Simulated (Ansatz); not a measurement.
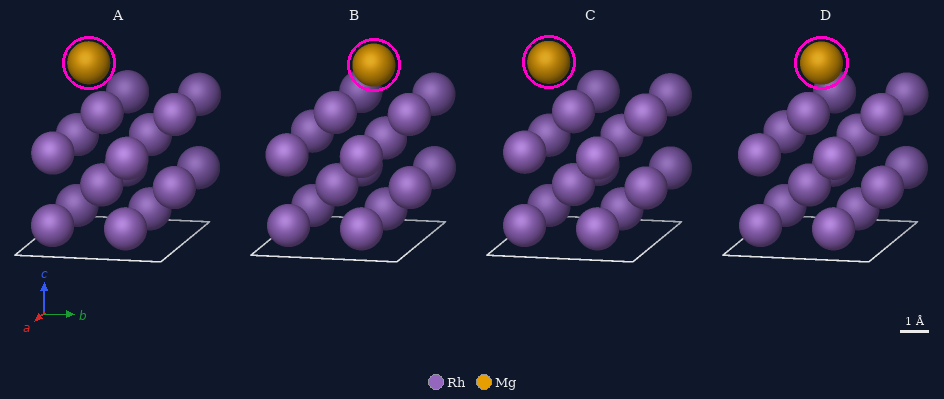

4 geometries from a converged minimum-energy path of Mg on Rh(110) (17 atoms in the cell), shuffled. A spheres-only model of the simulation cell, with the vacuum cut short (origin moved), seen slightly off an axis. The moving atom is ringed, with any periodic copies.

Method: DFT PBE-D3(BJ), scalar-relativistic, plane waves, PAW in Ansatz. Set-up: plane-wave cutoff 420 eV; k-point mesh 2 × 3 × 1; Fermi-Dirac smearing 0.05 eV; 4 atoms held fixed; 5 movable images; climbing image; force threshold 0.03 eV/Å; iteration limit 32; starting path by straight interpolation.

> One of them is the converged climbing image. Which?

D. In order along the path, whose images run from 0 to 6: C (image 0, 0.000 eV), A (image 1, +0.061 eV), D (image 3, +0.256 eV), B (image 5, +0.065 eV). The adsorbate starts on a hollow site and hops by a lattice vector of the surface; other mechanisms, such as exchange with a surface atom, weren't searched. The Mg atom travels furthest, 2.69 Å from end to end, on a straight line. At the highest image its nearest neighbour (Rh) is 2.51 Å away, against 2.66 Å at the start, and the surrounding atoms stand up to 0.13 Å off the mean of their end positions.

Limits of the set-up: the k-point mesh is coarse for a cell with partly filled bands; the periodic images lie only 5.4 Å apart, so the values are limited by the cell's size.

The run took 9.9 min on 4 threads of AMD EPYC 7B13 (Zen 3), on a shared host, peak memory 4.6 GiB.
